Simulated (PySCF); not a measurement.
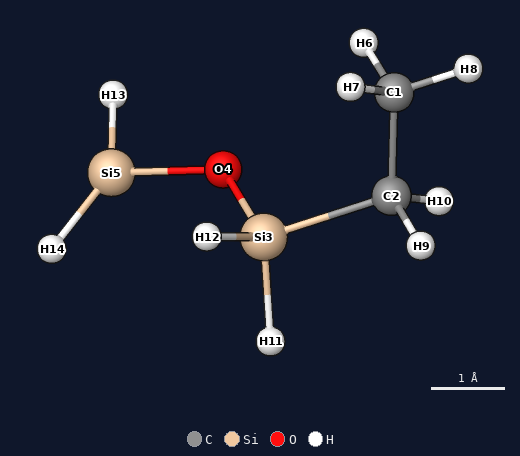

The structure as given in the input (ball-and-stick view, seen at a tilt; atoms are numbered from 1 in the order of the input). Bond lengths as drawn: C–C 1.52 Å, C–H 1.09 to 1.10 Å, C–Si 1.90 Å, H–Si 1.40 to 1.48 Å and O–Si 1.56 to 1.74 Å.

# C2H9OSi2: a changed input and its effect

System: C2H9OSi2, charge −1, SMILES CC[SiH2]O[SiH2-].
Method of run 1: B3LYP/pcSseg-1 single-point energy, IEF-PCM acetonitrile (PySCF 2.14.0).

The geometry comes from this level: GFN2-xTB. Text and figures count atoms from 1; the logs count them from 0 in places.

**The input, run 1**
```
{"job": {"kind": "sp", "xc": "B3LYP", "basis": "pcSseg-1", "solvent": "acetonitrile", "pop": false}, "charge": -1, "multiplicity": 1}
C     -1.985830    -0.087872     0.644598
C     -1.170697    -0.876639    -0.361014
Si     0.445293    -0.005014    -0.834357
O      1.321296     0.145997     0.446855
Si     2.901353     0.844585     0.628245
H     -1.397306     0.078312     1.544184
H     -2.251813     0.885218     0.232828
H     -2.909837    -0.604076     0.925690
H     -1.756100    -1.024717    -1.271523
H     -0.963865    -1.869422     0.040555
H      1.059341    -0.805211    -1.920720
H      0.072080     1.271901    -1.488141
H      3.201807     0.733942     1.991668
H      3.434279     1.312997    -0.578868
```

The first line tells a small driver script what to run in PySCF; the rest is the geometry in Å.

Command:
```bash
OMP_NUM_THREADS=1 python <driver script> task.json out
```

Hardware: 1 CPU thread, shared host.

**Output (run 1)**
```
coarse grid: 12088 points
cycle   1  E = -735.7155492639  dE =  3.144e-01  |g| = 9.211e-01  |ddm| = 3.441e+00
cycle   2  E = -735.3255214611  dE =  3.900e-01  |g| = 1.671e+00  |ddm| = 3.277e+00
cycle   3  E = -735.8808365230  dE = -5.553e-01  |g| = 1.657e-01  |ddm| = 2.541e+00
cycle   4  E = -735.8855673070  dE = -4.731e-03  |g| = 7.700e-02  |ddm| = 1.920e-01
cycle   5  E = -735.8870127993  dE = -1.445e-03  |g| = 9.677e-03  |ddm| = 6.577e-02
cycle   6  E = -735.8870404986  dE = -2.770e-05  |g| = 3.335e-03  |ddm| = 1.767e-02
cycle   7  E = -735.8870428487  dE = -2.350e-06  |g| = 4.859e-04  |ddm| = 3.985e-03
final grid: 105824 points
cycle   8  E = -735.9276864140  dE = -1.749e-05  |g| = 5.915e-03  |ddm| = 1.723e-02
cycle   9  E = -735.9276794928  dE =  6.921e-06  |g| = 8.190e-03  |ddm| = 1.095e-02
cycle  10  E = -735.9276942542  dE = -1.476e-05  |g| = 1.013e-03  |ddm| = 6.881e-03
cycle  11  E = -735.9276944410  dE = -1.868e-07  |g| = 1.767e-04  |ddm| = 1.128e-03
cycle  12  E = -735.9276944471  dE = -6.170e-09  |g| = 4.695e-05  |ddm| = 1.992e-04
cycle  13  E = -735.9276944476  dE = -4.541e-10  |g| = 1.212e-05  |ddm| = 6.551e-05
converged SCF energy = -735.9276944476
```

For run 2 the input was changed thus:
```diff
-"xc": "B3LYP"
+"xc": "OLYP"
-"solvent": "acetonitrile"
```

Predict how the results change.

The total energies belong to different models, so their difference says nothing on which is more stable or more accurate. The HOMO goes from −2.59 to 2.93 eV. The LUMO goes from 0.78 to 3.89 eV. The functional changes from B3LYP to OLYP. The SCF takes 16 iterations against 13.

**Output (run 2)**
```
coarse grid: 12088 points
cycle   1  E = -735.4315891335  dE =  3.993e-01  |g| = 9.999e-01  |ddm| = 3.494e+00
cycle   2  E = -733.2912730222  dE =  2.140e+00  |g| = 2.767e+00  |ddm| = 1.590e+01
cycle   3  E = -735.5848675096  dE = -2.294e+00  |g| = 4.896e-01  |ddm| = 1.581e+01
cycle   4  E = -735.6468659471  dE = -6.200e-02  |g| = 2.208e-01  |ddm| = 8.797e-01
cycle   5  E = -735.6581708455  dE = -1.130e-02  |g| = 4.562e-02  |ddm| = 3.144e-01
cycle   6  E = -735.6587643292  dE = -5.935e-04  |g| = 1.747e-02  |ddm| = 1.379e-01
cycle   7  E = -735.6588329776  dE = -6.865e-05  |g| = 4.833e-03  |ddm| = 4.745e-02
cycle   8  E = -735.6588392115  dE = -6.234e-06  |g| = 1.631e-03  |ddm| = 2.674e-02
final grid: 105824 points
cycle   9  E = -735.7016987816  dE = -2.292e-05  |g| = 2.225e-02  |ddm| = 3.989e-02
cycle  10  E = -735.7013924717  dE =  3.063e-04  |g| = 4.507e-02  |ddm| = 8.193e-02
cycle  11  E = -735.7017778886  dE = -3.854e-04  |g| = 4.634e-03  |ddm| = 6.186e-02
cycle  12  E = -735.7017813492  dE = -3.461e-06  |g| = 1.541e-03  |ddm| = 7.872e-03
cycle  13  E = -735.7017820017  dE = -6.525e-07  |g| = 1.645e-04  |ddm| = 3.314e-03
cycle  14  E = -735.7017820094  dE = -7.701e-09  |g| = 5.271e-05  |ddm| = 9.395e-04
cycle  15  E = -735.7017820104  dE = -1.047e-09  |g| = 2.298e-05  |ddm| = 4.887e-04
cycle  16  E = -735.7017820107  dE = -2.829e-10  |g| = 3.814e-06  |ddm| = 1.765e-04
converged SCF energy = -735.7017820107
```

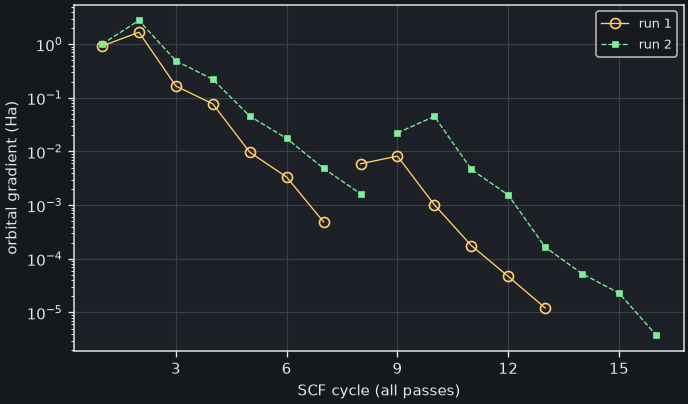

Convergence of the two runs: orbital gradient against the SCF cycle. A break in a curve parts two SCF passes (coarse and final grid). Run 1 takes 13 cycles in all, and run 2 takes 16.

**The two runs side by side**

| quantity | run 1 | run 2 |
| --- | --- | --- |
| outcome | converged | converged |
| total energy (hartree) | −735.927694 | −735.701782 |
| HOMO (eV) | −2.59 | 2.93 |
| LUMO (eV) | 0.78 | 3.89 |
| SCF iterations | 13 | 16 |
| basis functions | 144 | 144 |
| wall time (shared host) | 4.5 s | 9.2 s |

For run 2: The highest filled orbital lies above zero: either the extra electron isn't bound at this level, or the self-interaction error of the functional lifts the level.
